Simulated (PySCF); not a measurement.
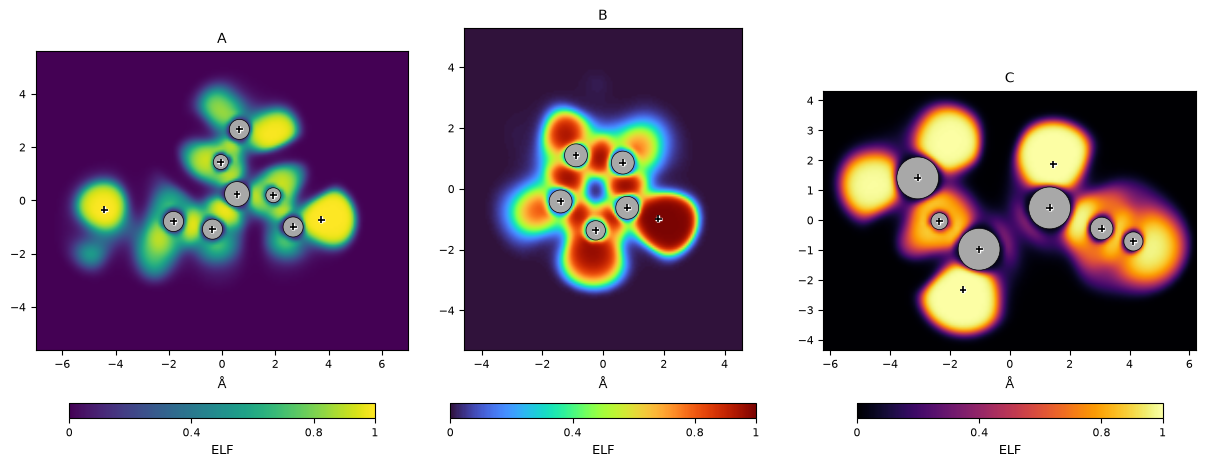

The ELF of 3 systems, each on a plane through atoms (crosses mark nuclei in the plane; grey discs cover the cores).

All numbers below come from PySCF 2.14.0, PBE0/pcSseg-1, SCF density, gas phase, non-relativistic.

System 1: C3H9NOSi3, the plane of atoms C2, Si3 and H9. Geometry: GFN2-xTB.

```xyz
17

N    -4.5712    0.1783    0.1618
C    -3.4614   -0.0630    0.0096
Si   -1.6471   -0.4402   -0.2293
C    -0.6553    1.0930   -0.8049
Si    0.5023    0.9528    0.7197
O     1.9410    0.3176    0.3188
Si    2.8562   -0.7294   -0.5145
C    -0.6727   -0.3946    1.4187
H    -1.5772   -1.6541   -1.0470
H    -0.1693    1.0014   -1.7724
H    -1.2432    2.0066   -0.8318
H     0.8527    2.1281    1.5036
H     2.1330   -1.9964   -0.6433
H     3.1009   -0.1350   -1.8276
H     4.0651   -0.8579    0.2916
H    -1.2643   -0.0676    2.2698
H    -0.1963   -1.3276    1.7069
```

System 2: C6H13BO2 (SMILES C/C=C/CB(OC)OC), the plane of atoms C4, B5 and O8. Geometry: GFN2-xTB.

```xyz
22

C     3.7471   -0.2251    0.4149
C     2.4659    0.4136   -0.0123
C     1.3325    0.3530    0.6659
C     0.0435    0.9756    0.2386
B    -1.1125   -0.0930   -0.0953
O    -0.8031   -1.4022   -0.0426
C    -1.7254   -2.4320   -0.3234
O    -2.3850    0.2675   -0.4378
C    -2.8180    1.5992   -0.5363
H     4.0432   -0.9936   -0.2996
H     3.6432   -0.6841    1.3950
H     4.5474    0.5143    0.4541
H     2.5073    0.9531   -0.9506
H     1.2920   -0.1955    1.5974
H     0.2175    1.6062   -0.6373
H    -0.3095    1.6386    1.0352
H    -1.1915   -3.2216   -0.8549
H    -2.5538   -2.0667   -0.9316
H    -2.1193   -2.8313    0.6146
H    -3.8716    1.5804   -0.8182
H    -2.7097    2.1201    0.4193
H    -2.2507    2.1429   -1.2968
```

System 3: C5H9NO, the plane of atoms C4, C5 and N6. Geometry: GFN2-xTB, MD frame at 250 fs, 600 K.

```xyz
16

O     1.5398   -1.2082   -0.6154
C     0.9235   -0.1026   -0.0414
C    -0.2362   -0.3568    0.7999
C    -1.3799   -1.2583    0.2053
C    -2.4941   -0.3028   -0.0743
N    -2.4118    0.9076    0.3183
C    -1.0928    0.9950    1.0242
H     1.2579   -1.9956   -0.1012
H     1.6872    0.4771    0.5694
H     0.6796    0.5161   -0.8883
H     0.1654   -0.7829    1.6555
H    -1.0206   -1.9074   -0.6032
H    -1.8134   -2.0268    0.8103
H    -3.3131   -0.7115   -0.6688
H    -1.3930    0.9355    2.0701
H    -0.5252    1.8913    0.6215
```

> Which map belongs to which system?

Panel A is system 2, C6H13BO2: the plane holds C, B, O and H. B–O (1.35 Å): the ELF peaks at about 0.90 between the atoms; a short, strongly polar bond. Panel B is system 3, C5H9NO: the plane holds C, N and H. C–N (1.28 Å): the ELF peaks at about 0.90 between the atoms, as expected for a covalent bond. Panel C is system 1, C3H9NOSi3: the plane holds N, C, Si, O and H. C–N (1.15 Å): the ELF peaks at about 0.90 between the atoms: a short, multiple covalent bond.
